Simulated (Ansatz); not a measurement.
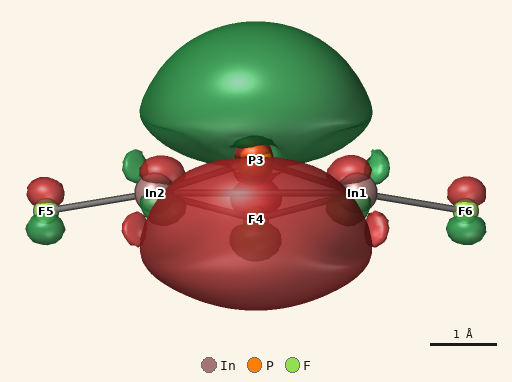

*F$_{3}$In$_{2}$P. The HOMO at ±0.08 Å⁻³ᐟ² (green and red are the two phases), seen from one side.*

Geometry: r2SCAN-D4/def2-SVP; core potentials replace the inner electrons of In.

All numbers below come from RKS PBE0-D4/def2-TZVP (Ansatz).

The calculation's input:

```
crystal:
  periodic: [false, false, false]
  atoms:
    - {symbol: In, position_ang: [-0.100034, -0.109840, -1.562765]}
    - {symbol: In, position_ang: [0.145935, 0.651786, 1.420654]}
    - {symbol: P, position_ang: [0.180680, 2.056862, -0.539981]}
    - {symbol: F, position_ang: [-0.110096, -1.184584, 0.311523]}
    - {symbol: F, position_ang: [0.196236, 0.081068, 3.272987]}
    - {symbol: F, position_ang: [-0.312721, -1.495280, -2.902418]}
basis:
  gaussian: {orbitals: def2-TZVP, initial_orbitals: start.molden}
hamiltonian: {xc: pbe0, dispersion: d4}
scf: {omitted_lower_state_checks: [starts]}
output: {orbitals: {seedname: orbitals}}
```

Launched as:

```sh
ansatz run in.yaml --threads 4 --pin off --events-out ev --progress --plain --max-ram 4787MiB
```

> What is the character of this orbital?

By Hirshfeld shares it lies mainly on P3 (about 70 %), In1 (about 15 %) and In2 (about 15 %); it changes sign across the molecular plane (π type); π-bonding across In1–In2. Its energy is −6.94 eV.
